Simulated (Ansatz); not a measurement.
BAs under a change: Li interstitial (started 1.96 Å from the nearest host atom)

Take an 8-atom supercell of BAs in the zinc blende structure (space group F-43m, No. 216; a = 4.8093 Å) at its relaxed geometry as the base.

Modification: one Li atom is added in an open site, starting 1.96 Å from the nearest host atom, atoms relaxed at fixed cell, starting from a slightly rattled geometry.

The values are results of PBE (Ansatz, a program for electronic structure), no spin-orbit coupling, not measurements. Γ-centred 5×5×5 mesh, Fermi–Dirac width 0.01 eV.

The pressure goes from zero to 10.0 GPa and the largest displacement of a host atom from its site in the perfect cell is 0.10 Å. The final site of the added atom is 4 As at 2.18 Å and 6 B at 2.40 Å.

Final structure:

```
CELL_PARAMETERS angstrom
     -4.80934     0.00000     0.00000
      0.00000     0.00000     4.80934
      0.00000     4.80934     0.00000
ATOMIC_POSITIONS crystal
  As 0.27133 0.74544 0.77257
  As 0.74838 0.74546 0.24965
  As 0.74840 0.26840 0.77255
  As 0.27130 0.26836 0.24960
  B  0.00985 0.00691 0.01105
  B  0.50985 0.00694 0.51110
  B  0.50986 0.50694 0.01111
  B  0.00988 0.50694 0.51107
  Li 0.00988 0.00691 0.51110
```

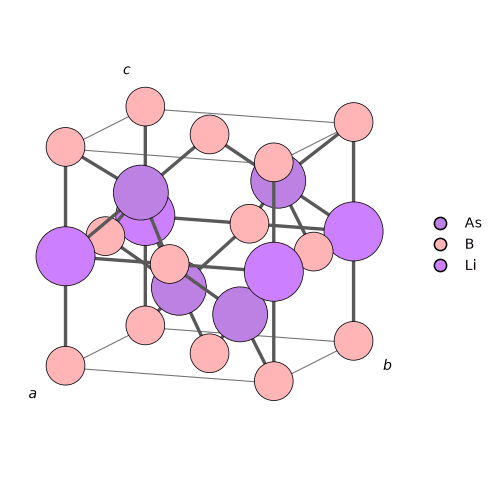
*The relaxed cell after the change*

The magnetic state is the one reached from the starting moments; the real material's order can differ, and small cells can't hold many antiferromagnetic ones. The cell is small, so the values are those of an ordered compound at a high defect concentration; dilute-limit values will differ. A case with no gap was solved on a k-mesh chosen for an insulator, which is coarse for it. Starting moments died away, wholly or in part, for Li interstitial (started 1.96 Å from the nearest host atom); another magnetic solution may exist. The defect cell is spin-polarised and ends with 0.0 μB.
